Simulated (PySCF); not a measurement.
C2H10ClGe2N (SMILES C[C@H]([NH][GeH3])[GeH2][Cl])

The calculation's input:

```
{"job": {"kind": "uv", "xc": "B3LYP", "basis": "def2-SVPD", "nstates": 8, "ntriplets": 3}, "charge": 0, "multiplicity": 1}
C     -1.393836     0.772844    -1.199396
C     -0.403329     0.444492    -0.089100
N      0.849756    -0.006251    -0.640615
Ge     2.418294     0.209458     0.222957
Ge    -1.232321    -0.898150     1.196143
Cl    -1.390434    -2.742211     0.187278
H     -2.314479     1.173648    -0.777226
H     -0.966386     1.508080    -1.878984
H     -1.632079    -0.124299    -1.770539
H     -0.191735     1.352093     0.485162
H      0.729978    -0.856785    -1.176422
H      2.615245    -0.627410     1.463400
H      2.449540     1.652335     0.612399
H      3.470129    -0.127234    -0.780032
H     -0.388217    -1.176688     2.434294
H     -2.627723    -0.544978     1.699270
```

Run with:

```sh
OMP_NUM_THREADS=1 python probes_run.py task.json out
```

Geometry: GFN2-xTB.

Theory: B3LYP/def2-SVPD, SCF density, gas phase in PySCF.

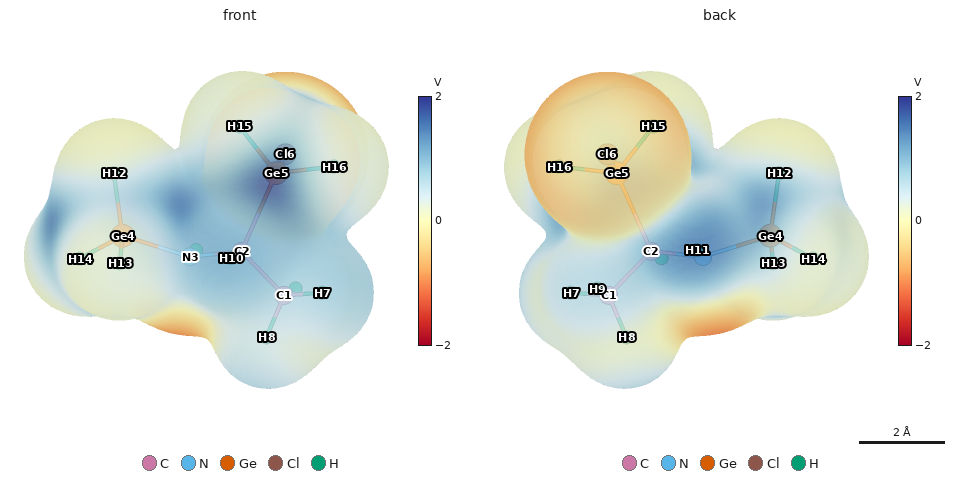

Figure 1. The electrostatic potential painted on the density surface at 0.002 e/bohr³, seen from the front and from behind; red is negative and blue positive.

**Where is the surface potential most negative and most positive?**

The most negative region (about −0.9 V, or −21 kcal/mol for a unit charge) lies over N3, the most positive (about +1.6 V, or +37 kcal/mol for a unit charge) over Ge5.

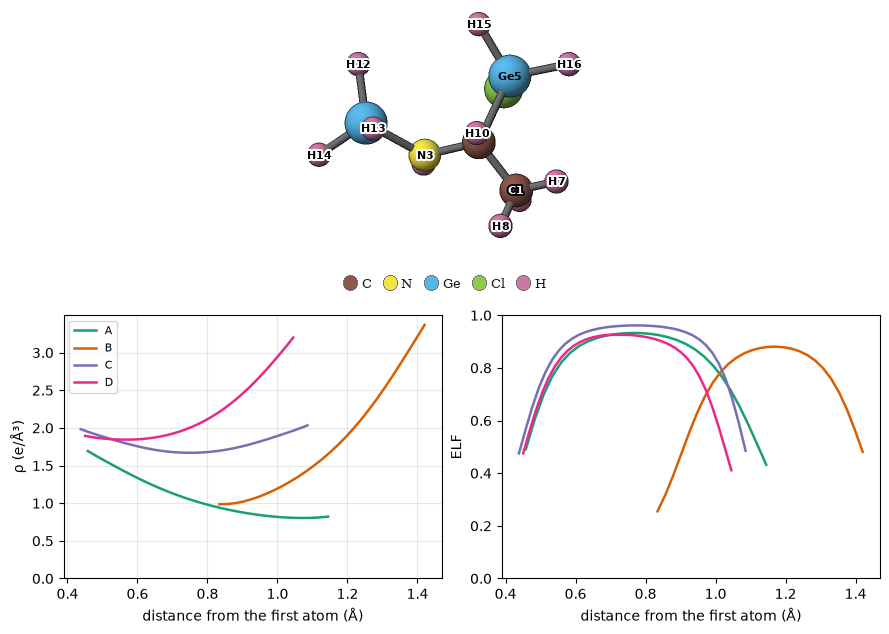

Figure 2. Total electron density and ELF along straight lines between neighbouring atoms. The curves leave out the atomic cores. The structure is drawn too.

**Which curve belongs to which contact (C–C, C–Ge, C–N and Ge–N)? The first atom named is at distance zero.**

Curve A: C–Ge (2.04 Å): ρ is about 0.81 e/Å³ halfway; the ELF peaks at about 0.95 in the valence shell of C, 0.8 Å from its nucleus, and is about 0.75 at the midpoint. Curve B: Ge–N (1.80 Å): ρ is about 1 e/Å³ halfway; the ELF peaks at about 0.90 in the valence shell of N, 0.6 Å from its nucleus, and is about 0.45 at the midpoint. Curve C: C–C (1.52 Å): the density is about 1.7 e/Å³ at the midpoint; the ELF peaks at about 0.95 between the atoms; a shared electron pair. Curve D: C–N (1.44 Å): the density is about 2 e/Å³ at the midpoint; the ELF peaks at about 0.95 between the atoms, as expected for a shared electron pair.
